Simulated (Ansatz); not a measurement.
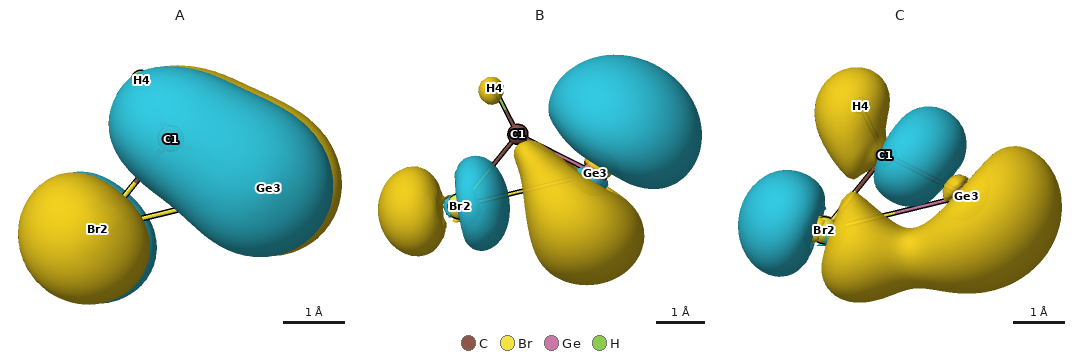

*CHBrGe. Three frontier orbitals at ±0.08 Å⁻³ᐟ² (yellow and cyan are the two phases), in no order.*

Geometry: PBE0-D3(BJ)/def2-SVP.

All numbers below come from isolated molecule in a Gaussian basis; Kohn-Sham density functional theory, functional PBE0 in Ansatz 0.2.0.

### Which picture is the HOMO−1, the HOMO and the LUMO?

C is the HOMO−1 (−7.93 eV). By Hirshfeld shares it lies mainly on Ge3 (about 45 %), Br2 (about 25 %) and C1 (about 20 %); it is symmetric in the molecular plane (an in-plane orbital: σ, lone-pair or in-plane π type). A is the HOMO (−6.09 eV). By Hirshfeld shares it lies mainly on Ge3 (about 35 %), C1 (about 35 %) and Br2 (about 30 %); it changes sign across the molecular plane (π type); π-bonding across C1–Ge3; π-antibonding (a node) across C1–Br2 and Br2–Ge3. B is the LUMO (−2.72 eV). Its weight (Hirshfeld) is mainly on Ge3 (about 80 %) and Br2 (about 15 %); it is symmetric in the molecular plane (an in-plane orbital: σ, lone-pair or in-plane π type).

### What is the HOMO–LUMO gap?

3.37 eV between the orbital energies.
